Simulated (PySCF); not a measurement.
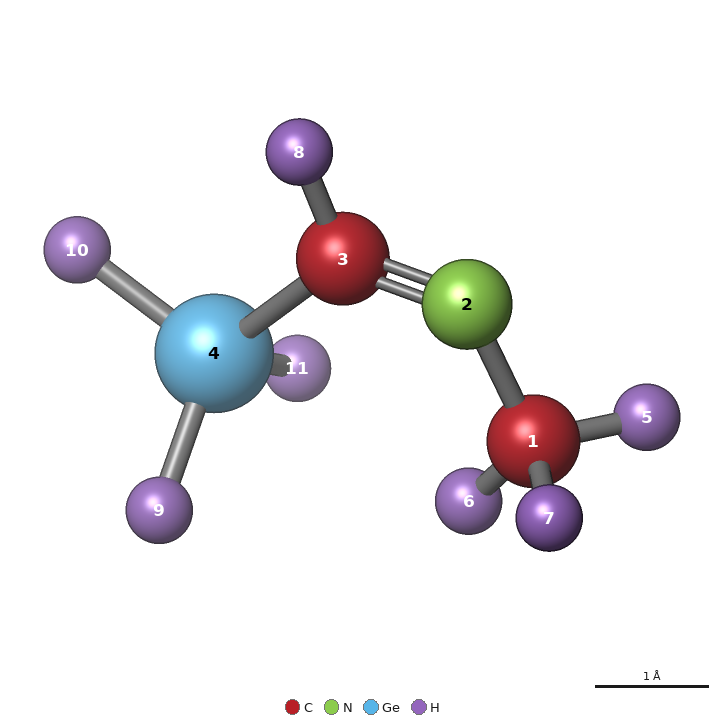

Orthographic view. Distant atoms are faded towards the background colour. Computed geometry: PBE0-D3(BJ)/def2-SVP optimisation. No frequency run is at hand to confirm it as a minimum.

Give the geometry as a Z-matrix, atoms in numerical order, with these reference atoms: 2 to 1; 3 to 2, 1; 4 to 3, 2, 1; 5 to 1, 2, 3; 6 to 1, 5, 2; 7 to 1, 5, 6; 8 to 3, 2, 1; 9 to 4, 3, 8; 10 to 4, 9, 6; 11 to 4, 10, 9.

```
C  
N    1   1.431
C    2   1.265   1   120.9
Ge   3   1.987   2   128.6   1    -0.1
H    1   1.102   2   109.2   3   122.6
H    1   1.109   5   108.4   2   126.1
H    1   1.102   5   106.2   6   116.3
H    3   1.104   2   116.4   1   180.0
H    4   1.540   3   111.8   8  -118.8
H    4   1.539   9   109.0   6  -172.2
H    4   1.540  10   109.0   9   118.4
```
